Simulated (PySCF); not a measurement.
# C4H6O (trans-Crotonaldehyde): levels of theory compared

Aim: a comparison of 6 runs (BHLYP/def2-SVP, BLYP/def2-SVP, CAM-B3LYP/def2-SVP, PBE/def2-SVP, PBE0/def2-SVP, wB97X/def2-SVP) of C4H6O (trans-Crotonaldehyde). The job is set up through a Python script.

Program for the calculation: PySCF 2.14.0.

2 further runs of the same task are left out: 2 set aside as unsound or not needed. Runs told in other sessions of the task aren't counted.

## Step 1: The molecule

C4H6O has 11 atoms, charge 0, and is taken as a singlet. As SMILES, `C/C=C/C=O`. The C2–H9 distance was set to 1.950 Å, away from the relaxed value. At this shape a bond of the SMILES string is far longer than usual.

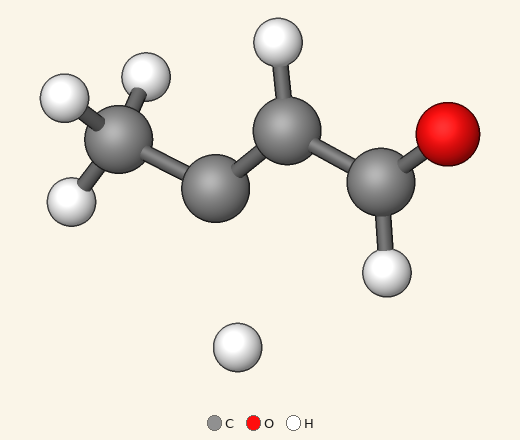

Viewed from a chosen angle; carbon grey, oxygen red, hydrogen white.

## Step 2: A single-point energy at BHLYP/def2-SVP (run 1)

The input, calc.py:

```python
from pyscf import gto, dft

mol = gto.Mole()
mol.atom = '''
C       -0.535037       1.250253       1.600351
C       -0.158847       0.530873       0.351991
C       -0.008457       1.118483      -0.836739
C        0.360123       0.375653      -2.033169
O        0.509893       0.852653      -3.130249
H        0.190163       2.033683       1.817611
H       -1.503557       1.734183       1.478621
H       -0.586097       0.574763       2.449001
H        0.125010      -1.392750       0.493560
H       -0.155947       2.182783      -0.960379
H        0.501183      -0.711257      -1.859769
'''
mol.charge = 0
mol.basis = 'def2-svp'
mol.verbose = 4
mol.max_memory = 1860
mol.build()

mf = dft.RKS(mol, xc='bhandhlyp')
mf.grids.level = 5
mf.conv_tol = 1e-10
mf.kernel()
if not mf.converged:
    mf = mf.newton().run(mf.mo_coeff, mf.mo_occ)

energy = mf.e_tot
print(f'total energy: {energy:.8f} hartree')
```

Started as:

```sh
$ OMP_NUM_THREADS=1 python calc.py
```

The program printed:

```text
<dir> SyntaxWarning: invalid escape sequence '\W'
  S = {(paw_set(r)[0], bool(re.search(r"spin_orbit\W+true|paw_fr", str((r.get("files") or {}).get("input") or "")) or re.search("(?i)spin.orbit\W+(value\W+)?(true|yes)|value\W+spin-orbit", json.dumps(r.get("inputs"), default=str)))) for r in records}

PySCF version 2.14.0

[... 83 lines left out ...]
converged SCF energy = -230.781593301427
total energy: -230.78159330 hartree
```

Run time: 31 s. Hardware: 1 thread of Arm Neoverse V1, shared host; peak memory 0.51 GiB.

## Step 3: The energy at BLYP/def2-SVP (run 2)

The input, run.py:

```python
from pyscf import gto, dft

mol = gto.M(
    atom='''
C     -1.011073     2.362636     3.024225
C     -0.300177     1.003205     0.665167
C     -0.015981     2.113627    -1.581208
C      0.680534     0.709881    -3.842133
O      0.963558     1.611281    -5.915313
H      0.359356     3.843104     3.434787
H     -2.841311     3.277131     2.794189
H     -1.107563     1.086145     4.627941
H      0.236235    -2.631916     0.932693
H     -0.294697     4.124862    -1.814853
H      0.947099    -1.344081    -3.514454
''',
    basis='def2-svp',
    unit='bohr',
    spin=0,
    max_memory=1860,
    verbose=4,
    charge=0,
)

mf = dft.RKS(mol)
mf.xc = 'blyp'
mf.grids.level = 5
mf.conv_tol = 1e-10
mf.kernel()
if not mf.converged:
    mf = mf.newton().run(mf.mo_coeff, mf.mo_occ)

e_tot = mf.e_tot
print('E = %.10f Eh' % e_tot)
```

Started as:

```sh
$ OMP_NUM_THREADS=1 python run.py
```

The program printed:

```text
<dir> SyntaxWarning: invalid escape sequence '\W'
  S = {(paw_set(r)[0], bool(re.search(r"spin_orbit\W+true|paw_fr", str((r.get("files") or {}).get("input") or "")) or re.search("(?i)spin.orbit\W+(value\W+)?(true|yes)|value\W+spin-orbit", json.dumps(r.get("inputs"), default=str)))) for r in records}

PySCF version 2.14.0

[... 89 lines left out ...]
converged SCF energy = -230.852859774547
E = -230.8528597745 Eh
```

Run time: 34 s. Hardware: 1 thread of Arm Neoverse V1, shared host; peak memory 0.51 GiB.

Runs 3 to 4 aren't shown in full; the table further down has their settings and results.

## Step 4: The energy at PBE0/def2-SVP (run 5)

The input, job.py:

```python
from pyscf import gto, dft

system = gto.M(
    atom=[
    ('C', (-0.535037, 1.250253, 1.600351)),
    ('C', (-0.158847, 0.530873, 0.351991)),
    ('C', (-0.008457, 1.118483, -0.836739)),
    ('C', (0.360123, 0.375653, -2.033169)),
    ('O', (0.509893, 0.852653, -3.130249)),
    ('H', (0.190163, 2.033683, 1.817611)),
    ('H', (-1.503557, 1.734183, 1.478621)),
    ('H', (-0.586097, 0.574763, 2.449001)),
    ('H', (0.125010, -1.392750, 0.493560)),
    ('H', (-0.155947, 2.182783, -0.960379)),
    ('H', (0.501183, -0.711257, -1.859769)),
],
    verbose=3,
    basis='def2-svp',
    charge=0,
    max_memory=1860,
)

myscf = dft.RKS(system, xc='pbe0')
myscf.conv_tol = 1e-10
myscf.grids.level = 5
myscf.kernel()
if not myscf.converged:
    myscf = myscf.newton().run(myscf.mo_coeff, myscf.mo_occ)

etot = myscf.e_tot
print('Final energy', etot)
```

Started as:

```sh
$ OMP_NUM_THREADS=1 python job.py
```

The program printed:

```text
<dir> SyntaxWarning: invalid escape sequence '\W'
  S = {(paw_set(r)[0], bool(re.search(r"spin_orbit\W+true|paw_fr", str((r.get("files") or {}).get("input") or "")) or re.search("(?i)spin.orbit\W+(value\W+)?(true|yes)|value\W+spin-orbit", json.dumps(r.get("inputs"), default=str)))) for r in records}
converged SCF energy = -230.660241792048
Final energy -230.66024179204757
```

It took 35 s on 1 thread of Arm Neoverse V1, shared host; peak memory 0.51 GiB.

## Step 5: A single-point energy at wB97X/def2-SVP (run 6)

Changes to job.py since step 4:

```diff
@@ -2,4 +2,4 @@
 
-system = gto.M(
-    atom=[
+mol = gto.Mole()
+mol.atom = [
     ('C', (-0.535037, 1.250253, 1.600351)),
@@ -15,12 +15,12 @@
     ('H', (0.501183, -0.711257, -1.859769)),
-],
-    verbose=3,
-    basis='def2-svp',
-    charge=0,
-    max_memory=1860,
-)
+]
+mol.verbose = 3
+mol.basis = 'def2-svp'
+mol.max_memory = 1860
+mol.charge = 0
+mol.build()
 
-myscf = dft.RKS(system, xc='pbe0')
+myscf = dft.RKS(mol, xc='wb97x')
+myscf.grids.level = 5
 myscf.conv_tol = 1e-10
-myscf.grids.level = 5
 myscf.kernel()
@@ -29,3 +29,3 @@
 
-etot = myscf.e_tot
-print('Final energy', etot)
+energy = myscf.e_tot
+print(f'total energy: {energy:.8f} hartree')
```

Started as:

```sh
$ OMP_NUM_THREADS=1 python job.py
```

The program printed:

```text
<dir> SyntaxWarning: invalid escape sequence '\W'
  S = {(paw_set(r)[0], bool(re.search(r"spin_orbit\W+true|paw_fr", str((r.get("files") or {}).get("input") or "")) or re.search("(?i)spin.orbit\W+(value\W+)?(true|yes)|value\W+spin-orbit", json.dumps(r.get("inputs"), default=str)))) for r in records}
converged SCF energy = -230.862477644936
total energy: -230.86247764 hartree
```

Wall time 42 s (1 thread of Arm Neoverse V1, shared host); peak memory 0.51 GiB.

## Step 6: All runs side by side

| run | level | energy (Eh) | dipole moment (D) | HOMO energy (eV) | LUMO energy (eV) | wall time |
| --- | --- | --- | --- | --- | --- | --- |
| 1 | BHLYP/def2-SVP | -230.781593 | 3.92 | -8.93 | -1.26 | 31 s |
| 2 | BLYP/def2-SVP | -230.852860 | 3.54 | -5.48 | -2.96 | 34 s |
| 3 | CAM-B3LYP/def2-SVP | -230.808084 | 3.74 | -8.71 | -1.08 | 46 s |
| 4 | PBE/def2-SVP | -230.653879 | 3.58 | -5.61 | -3.04 | 35 s |
| 5 | PBE0/def2-SVP | -230.660242 | 3.79 | -7.29 | -2.22 | 35 s |
| 6 | wB97X/def2-SVP | -230.862478 | 3.76 | -9.77 | -0.06 | 42 s |

## Step 7: Outcome

```
            quantity          value
 run 6: total energy  -230.86248 Eh
run 6: dipole moment         3.76 D
  run 6: HOMO energy       -9.77 eV
  run 6: LUMO energy       -0.06 eV
run 6: HOMO–LUMO gap        9.71 eV
```

The dipole moment (its size) runs from 3.54 D (BLYP/def2-SVP) to 3.92 D (BHLYP/def2-SVP). The HOMO–LUMO gap runs from 2.52 eV (BLYP/def2-SVP) to 9.71 eV (wB97X/def2-SVP). Totals of different functionals can't be ranked against each other. In all runs a closed-shell determinant meets a far-stretched bond; if it breaks into open shells, such a determinant describes it badly, and no broken-symmetry solution was shown. All runs together took 3.7 min, the longest 46 s.
